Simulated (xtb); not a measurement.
## Run report: AlHSCl, geometry relaxation (part 1 of 3)

AlHSCl, multiplicity 2, computed with GFN1-xTB (xtb 6.7.1).

The geometry comes from this level: PBE0-D4/def2-TZVP.

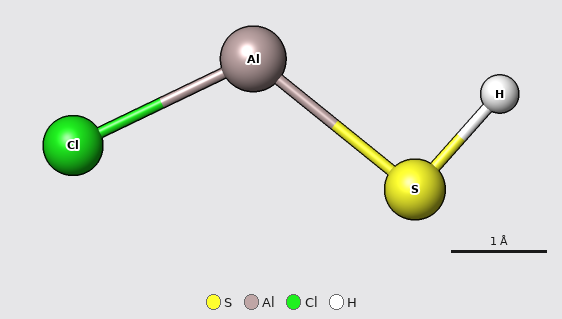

**Figure 1.** The input geometry (ball-and-stick view, seen on its broad side). Sticks mark near contacts. Bond lengths as drawn: Al–Cl 2.11 Å, Al–S 2.19 Å and H–S 1.34 Å.

**Input file (geom.xyz)**
```
4
start
S      0.43980000     0.98490000    -0.74470000
Al    -0.39410000    -0.52590000     0.60910000
Cl     0.22620000    -2.50740000     0.25100000
H     -0.21640000     1.98810000    -0.13560000
```

Launched with:
```bash
xtb geom.xyz -u 1 --gfn 1 --ohess vtight > xtb.out
```

**The program's output**
```
* xtb version 6.7.1
   ID    Z sym.   atoms
    1   16 S      1
    2   13 Al     2
    3   17 Cl     3
    4    1 H      4

           -------------------------------------------------
          |                Calculation Setup                |
           -------------------------------------------------

          program call               : xtb geom.xyz -u 1 --gfn 1 --ohess vtight
          coordinate file            : geom.xyz
          omp threads                :                     1

           -------------------------------------------------
          |                 G F N 1 - x T B                 |
           -------------------------------------------------

      * Hamiltonian:
        H0-scaling (s, p, d)           1.850000    2.250000    2.000000
        zeta-weighting                 0.000000
      * Dispersion:
        s8                             2.400000
        a1                             0.630000
        a2                             5.000000
        s9                             0.000000
      * Repulsion:
        kExp                           1.500000
        rExp                           1.000000
      * Coulomb:
        alpha                          2.000000
        third order                    atomic
        anisotropic                    false
      * Halogen bond correction:
        rad-scale                      1.300000
        damping                        0.440000

          ...................................................
          :                      SETUP                      :
          :.................................................:
          :  # basis functions                  32          :
          :  # atomic orbitals                  29          :
          :  # shells                           11          :
          :  # electrons                        17          :
          :  # halogen bonds                     1          :
          :  max. iterations                   250          :
          :  Hamiltonian                  GFN1-xTB          :
          :  restarted?                      false          :
          :  GBSA solvation                  false          :
          :  PC potential                    false          :
          :  electronic temp.          300.0000000     K    :
          :  accuracy                    1.0000000          :
          :  -> integral cutoff          0.2500000E+02      :
          :  -> integral neglect         0.1000000E-07      :
          :  -> SCF convergence          0.1000000E-05 Eh   :
          :  -> wf. convergence          0.2000000E-04 e    :
          :  Broyden damping             0.4000000          :
          :  net charge                          0          :
          :  unpaired electrons                  1          :
          ...................................................

 iter      E             dE          RMSdq      gap      omega  full diag
   1     -9.8687466 -0.986875E+01  0.344E+00    5.88       0.0  T
   2     -9.8851807 -0.164341E-01  0.254E+00    5.27       1.0  T
   3     -9.8886259 -0.344516E-02  0.136E+00    5.50       1.0  T
   4     -9.8887461 -0.120211E-03  0.648E-02    5.46       1.0  T
   5     -9.8887546 -0.848590E-05  0.835E-03    5.46       6.0  T
   6     -9.8887549 -0.252074E-06  0.282E-03    5.46      17.7  T
   7     -9.8887549 -0.395039E-08  0.398E-04    5.46     125.7  T
   8     -9.8887549 -0.425612E-09  0.875E-05    5.46     571.5  T
   9     -9.8887549 -0.106226E-10  0.133E-06    5.46   37728.6  T

   *** convergence criteria satisfied after 9 iterations ***

         #    Occupation            Energy/Eh            Energy/eV
      -------------------------------------------------------------
         1        2.0000           -0.9074834             -24.6939
       ...           ...                  ...                  ...
         3        2.0000           -0.5436503             -14.7935
         4        2.0000           -0.5246531             -14.2765
         5        2.0000           -0.4793230             -13.0430
         6        2.0000           -0.4773288             -12.9888
         7        2.0000           -0.4609207             -12.5423
         8        2.0000           -0.4389308             -11.9439
         9        1.0000           -0.3615001              -9.8369 (HOMO)
        10                         -0.1609059              -4.3785 (LUMO)
        11                         -0.1239662              -3.3733
        12                         -0.1092446              -2.9727
        13                         -0.0754130              -2.0521
        14                         -0.0506055              -1.3770
       ...                                ...                  ...
        29                          0.7852278              21.3671
      -------------------------------------------------------------
                  HL-Gap            0.2005942 Eh            5.4584 eV
             Fermi-level           -0.3307092 Eh           -8.9991 eV

 SCC (total)                   0 d,  0 h,  0 min,  0.007 sec
 SCC setup                      ...        0 min,  0.000 sec (  1.210%)
 Dispersion                     ...        0 min,  0.000 sec (  0.355%)
 classical contributions        ...        0 min,  0.000 sec (  0.201%)
 integral evaluation            ...        0 min,  0.002 sec ( 25.807%)
 iterations                     ...        0 min,  0.002 sec ( 32.068%)
 molecular gradient             ...        0 min,  0.003 sec ( 37.785%)
 printout                       ...        0 min,  0.000 sec (  2.397%)

         :::::::::::::::::::::::::::::::::::::::::::::::::::::
         ::                     SUMMARY                     ::
         :::::::::::::::::::::::::::::::::::::::::::::::::::::
         :: total energy              -9.865162512428 Eh    ::
         :: gradient norm              0.026872575120 Eh/a0 ::
         :: HOMO-LUMO gap              5.458445279683 eV    ::
         ::.................................................::
         :: SCC energy                -9.888754855236 Eh    ::
         :: -> electrostatic           0.006566845210 Eh    ::
         :: repulsion energy           0.024985609044 Eh    ::
         :: dispersion energy         -0.001393266235 Eh    ::
         :: halogen bond corr.         0.000000000000 Eh    ::
         :: add. restraining           0.000000000000 Eh    ::
         :: total charge              -0.000000000000 e     ::
         :::::::::::::::::::::::::::::::::::::::::::::::::::::

      -----------------------------------------------------------
     |                   =====================                   |
     |                        A N C O P T                        |
     |                   =====================                   |
     |               Approximate Normal Coordinate               |
     |                Rational Function Optimizer                |
      -----------------------------------------------------------
      -----------------------------------------------------------
     |                   =====================                   |
     |                        A N C O P T                        |
     |                   =====================                   |
     |               Approximate Normal Coordinate               |
     |                Rational Function Optimizer                |
      -----------------------------------------------------------

          ...................................................
          :                      SETUP                      :
          :.................................................:
          :   optimization level         verytight          :
          :   max. optcycles                   200          :
          :   ANC micro-cycles                  20          :
          :   degrees of freedom                 6          :
          :.................................................:
          :   RF solver                   davidson          :
          :   write xtbopt.log                true          :
          :   linear?                        false          :
          :   energy convergence         0.1000000E-06 Eh   :
          :   grad. convergence          0.2000000E-03 Eh/α :
          :   maxmium RF displ.          1.0000000          :
          :   Hlow (freq-cutoff)         0.1000000E-01      :
          :   Hmax (freq-cutoff)         5.0000000          :
          :   S6 in model hess.         20.0000000          :
          ...................................................

generating ANC from exact Hessian ...
Using Lindh-Hessian (1995)
 Shifting diagonal of input Hessian by    1.0319091688501984E-002
 Lowest  eigenvalues of input Hessian
    0.010000    0.000000    0.000000    0.000000    0.000000    0.000000
    0.000000    0.012410    0.015113    0.161711    0.270717    0.793895
 Highest eigenvalues
    0.000000    0.012410    0.015113    0.161711    0.270717    0.793895

........................................................................
.............................. CYCLE    1 ..............................
........................................................................

 iter      E             dE          RMSdq      gap      omega  full diag
   1     -9.8887549 -0.988875E+01  0.365E-07    5.46       0.0  T
   2     -9.8887549 -0.888178E-14  0.132E-07    5.46  100000.0  T
   3     -9.8887549 -0.142109E-13  0.438E-08    5.46  100000.0  T
     SCC iter.                  ...        0 min,  0.001 sec
     gradient                   ...        0 min,  0.003 sec
 * total energy  :    -9.8651625 Eh     change       -0.1065814E-13 Eh
   gradient norm :     0.0268721 Eh/α   predicted     0.0000000E+00 (-100.00%)
   displ. norm   :     0.3355019 α      lambda       -0.4605724E-02
   maximum displ.:     0.2670471 α      in ANC's #2, #3, #4, ...

........................................................................
.............................. CYCLE    2 ..............................
........................................................................

 iter      E             dE          RMSdq      gap      omega  full diag
   1     -9.8854247 -0.988542E+01  0.364E-01    5.89       0.0  T
   2     -9.8855110 -0.862315E-04  0.174E-01    5.86       1.0  T
   3     -9.8855126 -0.163996E-05  0.824E-02    5.87       1.0  T
   4     -9.8855196 -0.693852E-05  0.264E-02    5.86       1.9  T
   5     -9.8855200 -0.474777E-06  0.733E-04    5.86      68.3  T
   6     -9.8855200 -0.969093E-09  0.116E-04    5.86     432.6  T
   7     -9.8855200 -0.226148E-10  0.611E-06    5.86    8189.8  T
     SCC iter.                  ...        0 min,  0.001 sec
     gradient                   ...        0 min,  0.003 sec
 * total energy  :    -9.8670791 Eh     change       -0.1916578E-02 Eh
   gradient norm :     0.0142147 Eh/α   predicted    -0.2562074E-02 (  33.68%)
   displ. norm   :     0.1397401 α      lambda       -0.7186854E-03
   maximum displ.:     0.1287164 α      in ANC's #3, #2, #4, ...

........................................................................
.............................. CYCLE    3 ..............................
........................................................................

 iter      E             dE          RMSdq      gap      omega  full diag
   1     -9.8870202 -0.988702E+01  0.798E-02    5.79       0.0  T
   2     -9.8870234 -0.317864E-05  0.350E-02    5.79       1.4  T
   3     -9.8870235 -0.820703E-07  0.209E-02    5.78       2.4  T
   4     -9.8870239 -0.415525E-06  0.387E-03    5.78      12.9  T
   5     -9.8870239 -0.110240E-07  0.279E-04    5.78     178.9  T
   6     -9.8870239 -0.142984E-09  0.512E-06    5.78    9767.2  T
   7     -9.8870239 -0.301981E-13  0.331E-06    5.78   15109.4  T
     SCC iter.                  ...        0 min,  0.001 sec
     gradient                   ...        0 min,  0.003 sec
 * total energy  :    -9.8674562 Eh     change       -0.3770895E-03 Eh
   gradient norm :     0.0100639 Eh/α   predicted    -0.3663618E-03 (  -2.84%)
   displ. norm   :     0.0467379 α      lambda       -0.2176817E-03
   maximum displ.:     0.0407584 α      in ANC's #2, #6, #4, ...

........................................................................
.............................. CYCLE    4 ..............................
........................................................................

 iter      E             dE          RMSdq      gap      omega  full diag
   1     -9.8884679 -0.988847E+01  0.506E-02    5.82       0.0  T
   2     -9.8884695 -0.158132E-05  0.191E-02    5.82       2.6  T
   3     -9.8884696 -0.107791E-06  0.133E-02    5.81       3.8  T
   4     -9.8884697 -0.156271E-06  0.259E-03    5.82      19.3  T
   5     -9.8884697 -0.358958E-08  0.213E-04    5.82     234.2  T
   6     -9.8884697 -0.820677E-10  0.586E-06    5.82    8538.9  T
   7     -9.8884697 -0.195399E-13  0.263E-06    5.82   19041.2  T
     SCC iter.                  ...        0 min,  0.001 sec
     gradient                   ...        0 min,  0.003 sec
 * total energy  :    -9.8676109 Eh     change       -0.1547341E-03 Eh
   gradient norm :     0.0039089 Eh/α   predicted    -0.1090791E-03 ( -29.51%)
   displ. norm   :     0.1174896 α      lambda       -0.1659903E-03
   maximum displ.:     0.0985921 α      in ANC's #2, #3, #6, ...

........................................................................
.............................. CYCLE    5 ..............................
........................................................................

 iter      E             dE          RMSdq      gap      omega  full diag
   1     -9.8889964 -0.988900E+01  0.248E-02    5.87       0.0  T
   2     -9.8889970 -0.577034E-06  0.744E-03    5.87       6.7  T
   3     -9.8889971 -0.856723E-07  0.689E-03    5.87       7.3  T
   4     -9.8889971 -0.366993E-07  0.110E-03    5.87      45.4  T
   5     -9.8889971 -0.631694E-09  0.882E-05    5.87     566.9  T
   6     -9.8889971 -0.127791E-10  0.497E-06    5.87   10063.1  T
     SCC iter.                  ...        0 min,  0.001 sec
     gradient                   ...        0 min,  0.003 sec
 * total energy  :    -9.8677064 Eh     change       -0.9551130E-04 Eh
   gradient norm :     0.0018878 Eh/α   predicted    -0.8414112E-04 ( -11.90%)
   displ. norm   :     0.0395634 α      lambda       -0.1727710E-04
   maximum displ.:     0.0342168 α      in ANC's #3, #2, #6, ...

........................................................................
.............................. CYCLE    6 ..............................
........................................................................

 iter      E             dE          RMSdq      gap      omega  full diag
   1     -9.8892951 -0.988930E+01  0.367E-02    5.89       0.0  T
   2     -9.8892980 -0.293601E-05  0.111E-02    5.90       4.5  T
   3     -9.8892986 -0.635158E-06  0.566E-03    5.90       8.8  T
   4     -9.8892987 -0.266991E-07  0.165E-03    5.90      30.4  T
   5     -9.8892987 -0.652280E-09  0.946E-05    5.90     528.5  T
   6     -9.8892987 -0.163620E-10  0.147E-06    5.90   33982.2  T
     SCC iter.                  ...        0 min,  0.001 sec
     gradient                   ...        0 min,  0.003 sec
 * total energy  :    -9.8677132 Eh     change       -0.6802914E-05 Eh
   gradient norm :     0.0014579 Eh/α   predicted    -0.8643952E-05 (  27.06%)
   displ. norm   :     0.0106485 α      lambda       -0.4348105E-05
   maximum displ.:     0.0088087 α      in ANC's #2, #3, #4, ...

........................................................................
.............................. CYCLE    7 ..............................
........................................................................

 iter      E             dE          RMSdq      gap      omega  full diag
   1     -9.8891631 -0.988916E+01  0.151E-02    5.89       0.0  T
   2     -9.8891637 -0.563313E-06  0.539E-03    5.89       9.3  T
   3     -9.8891638 -0.119339E-06  0.203E-03    5.89      24.6  T
   4     -9.8891638 -0.335355E-08  0.656E-04    5.89      76.2  T
   5     -9.8891638 -0.331504E-10  0.292E-05    5.89    1715.0  T
   6     -9.8891638 -0.151879E-11  0.450E-07    5.89  100000.0  T
     SCC iter.                  ...        0 min,  0.001 sec
     gradient                   ...        0 min,  0.003 sec
 * total energy  :    -9.8677153 Eh     change       -0.2034147E-05 Eh
   gradient norm :     0.0004600 Eh/α   predicted    -0.2175462E-05 (   6.95%)
   displ. norm   :     0.0132657 α      lambda       -0.9939872E-06
   maximum displ.:     0.0101095 α      in ANC's #3, #2, #6, ...

........................................................................
.............................. CYCLE    8 ..............................
........................................................................
```
